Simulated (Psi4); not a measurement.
# CH4BFO (SMILES OCBF) at MP3/def2-SVPD

What is the vertical ionisation energy of CH4BFO at MP3/def2-SVPD? 

The results are computed with Psi4 1.11.

5 further runs of the same task are left out: 4 that didn't finish, 1 set aside as unsound or not needed.

### 1 The system as given

The species is CH4BFO (8 atoms), meant as a singlet with charge 0. As SMILES, `OCBF`. The coordinates come from a PBE0-D4/def2-TZVP relaxation. This is one conformer, not always the lowest.

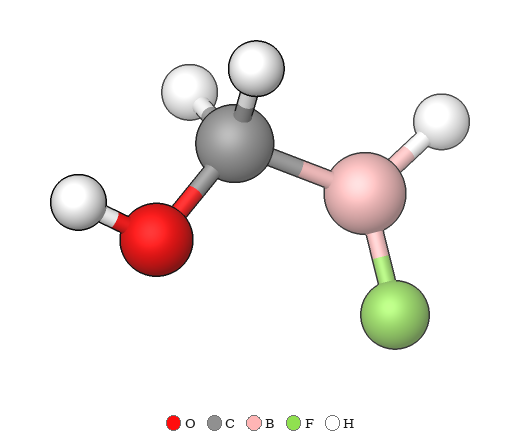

Viewed from a chosen angle; oxygen red, carbon grey, boron pink, fluorine green, hydrogen white.

### 2 A single-point energy at MP3/def2-SVPD

File run.py:

```python
import psi4

psi4.set_memory(1600000000)
psi4.set_num_threads(1)
psi4.core.set_output_file('run.log', False)

geom = psi4.geometry("""
0 1
O     -1.240500     0.762600    -0.169300
C      0.117900     0.425000    -0.013600
B      0.368600    -1.112000     0.076000
F     -0.622900    -1.976700     0.007200
H     -1.319100     1.717500    -0.217300
H      0.563100     0.872000     0.893700
H      0.744200     0.799800    -0.843400
H      1.481000    -1.545400     0.210800
symmetry c1
""")

psi4.set_options({
    'basis': 'def2-SVPD',
    'reference': 'rhf',
    'puream': True,
    'e_convergence': 1e-09,
    'd_convergence': 1e-08,
    'scf_type': 'pk',
    'num_frozen_docc': 4,
    'mp_type': 'conv',
})

E, wfn = psi4.energy("mp3", molecule=geom, return_wfn=True)
print(f'total energy {E:.8f} hartree = {E * 27.211386:.5f} eV')
for k, v in sorted(psi4.core.scalar_variables().items()):
    print(f'{k:45s} {v:18.10f}')
```

Run with:

```
$ python run.py
```

run.log (excerpt; [...] marks lines left out):

```text
[...]
  Running in c1 symmetry.
[...]
  Nuclear repulsion =  111.226616674822623
[...]
  Multiplicity = 1
[...]
  Nalpha       = 16
  Nbeta        = 16
[...]
    Number of basis functions: 118
[...]
   @RHF iter   1:  -238.94809440628987   -8.14441e-01   3.90715e-03 DIIS/ADIIS
[...]
   @RHF iter  11:  -239.04975821678812   -2.34763e-11   7.33392e-09 DIIS
[...]
    Orbital Energies [Eh]
    ---------------------
    Doubly Occupied:
       1A    -26.298706     2A    -20.569086     3A    -11.275589
       4A     -7.667273     5A     -1.590883     6A     -1.354188
       7A     -0.937691     8A     -0.778212     9A     -0.724941
      10A     -0.681992    11A     -0.676775    12A     -0.628460
      13A     -0.627896    14A     -0.536078    15A     -0.468603
      16A     -0.461136
[...]
  @RHF Final Energy:  -239.04975821678812
   => Energetics <=
    Nuclear Repulsion Energy =            111.2266166748226226
    One-Electron Energy =                -549.9977308050611100
    Two-Electron Energy =                 199.7213559134503953
    Total Energy =                       -239.0497582167881205
[...]
 Multipole Moments:
 ------------------------------------------------------------------------------------
     Multipole            Electronic (a.u.)      Nuclear  (a.u.)        Total (a.u.)
 ------------------------------------------------------------------------------------
 L = 1.  Multiply by 2.5417464519 to convert [e a0] to [Debye]
 Dipole X            :         -1.5672938            2.3478028            0.7805091
 Dipole Y            :         -4.6663885            5.5750187            0.9086302
 Dipole Z            :          0.0274867            0.0164828            0.0439695
 Magnitude           :                                                    1.1986395
[...]
	SCS-MP2 Total Energy (a.u.)        :  -239.65827705915396
	SOS-MP2 Total Energy (a.u.)        :  -239.65238172686952
[...]
	SOS-PI-MP2 Total Energy (a.u.)     :  -239.69873738149118
[...]
	MP2 Total Energy (a.u.)            :  -239.67006772372281
[...]
	SCS-MP3 Total Energy (a.u.)        :  -239.66330625319003
[...]
	MP3 Total Energy (a.u.)            :  -239.69018449986712
[...]
```

Wall time 45 s (1 thread of AMD EPYC, shared host); peak memory 1.5 GiB.

### 3 The doublet cation, same level

File input.dat:

```
memory 1600 mb

molecule geom {
  1 2
  O
  C 1 1.408356
  B 2 1.559887 1 113.4258
  F 3 1.317388 2 121.51923 1 0.05136
  H 1 0.959331 2 108.85428 3 -179.97581
  H 2 1.105082 1 112.48129 5 58.86628
  H 2 1.105122 6 104.5357 1 122.32609
  H 3 1.201433 4 117.77066 2 -179.99398
  symmetry c1
}

set basis def2-SVPD
set reference uhf
set puream true
set e_convergence 1e-09
set d_convergence 1e-08
set scf_type pk
set num_frozen_docc 4
set maxiter 100
set mp_type conv

e, wfn = energy("mp3", return_wfn=True)
```

Run with:

```
$ psi4 -i input.dat -o output.dat -n 1
```

output.dat (excerpt; [...] marks lines left out):

```text
[...]
  Running in c1 symmetry.
[...]
  Nuclear repulsion =  111.226622092228226
[...]
  Multiplicity = 2
[...]
  Nalpha       = 16
  Nbeta        = 15
[...]
    Number of basis functions: 118
[...]
   @UHF iter   1:  -238.52173426842239   -3.88081e-01   3.65414e-03 ADIIS/DIIS
[...]
   @UHF iter  20:  -238.62910538432510   -7.47491e-12   8.58972e-09 DIIS
[...]
   @S^2 Observed:                7.646790608E-01
[...]
  @UHF Final Energy:  -238.62910538432510
   => Energetics <=
    Nuclear Repulsion Energy =            111.2266220922282258
    One-Electron Energy =                -541.0249914148625976
    Two-Electron Energy =                 191.1692639383092569
    Total Energy =                       -238.6291053843251007
  UHF NO Occupations:
  HONO-2 :   14  A 1.9986603
  HONO-1 :   15  A 1.9955319
[...]
 Multipole Moments:
 ------------------------------------------------------------------------------------
     Multipole            Electronic (a.u.)      Nuclear  (a.u.)        Total (a.u.)
 ------------------------------------------------------------------------------------
 L = 1.  Multiply by 2.5417464519 to convert [e a0] to [Debye]
 Dipole X            :          0.0012169           -0.0015469           -0.0003301
 Dipole Y            :         -4.1410795            5.9773303            1.8362508
 Dipole Z            :          0.5072474            0.9299469            1.4371943
 Magnitude           :                                                    2.3318114
[...]
	SCS-MP2 Total Energy (a.u.)        :  -239.22217737484863
	SOS-MP2 Total Energy (a.u.)        :  -239.21506485606159
[...]
	SOS-PI-MP2 Total Energy (a.u.)     :  -239.26013866157979
[...]
	MP2 Total Energy (a.u.)            :  -239.23640241242271
[...]
	SCS-MP3 Total Energy (a.u.)        :  -239.22593089792019
[...]
	MP3 Total Energy (a.u.)            :  -239.25141650470897
[...]
```

It took 1.9 min on 1 thread of AMD EPYC, shared host; peak memory 1.5 GiB.

### 4 What came out

At MP3/def2-SVPD, 4 core orbitals frozen:

```
                                                                  quantity          value
                                              singlet CH4BFO: total energy  -239.69018 Eh
                       singlet CH4BFO: HOMO energy (Hartree–Fock orbitals)      -12.55 eV
                       singlet CH4BFO: LUMO energy (Hartree–Fock orbitals)        2.04 eV
                     singlet CH4BFO: HOMO–LUMO gap (Hartree–Fock orbitals)       14.59 eV
               singlet CH4BFO: correlation energy (4 core orbitals frozen)     -640.4 mEh
                                              doublet cation: total energy  -239.25142 Eh
doublet cation: HOMO energy (Hartree–Fock orbitals) (highest over α and β)      -19.67 eV
 doublet cation: LUMO energy (Hartree–Fock orbitals) (lowest over α and β)      -10.09 eV
               doublet cation: correlation energy (4 core orbitals frozen)     -622.3 mEh
                         doublet cation: ⟨S²⟩ of the reference determinant          0.765
                        vertical ionisation energy (to the doublet cation)      11.939 eV
```

What this shows: Removing an electron at fixed nuclei costs 11.94 eV (1152 kJ/mol).
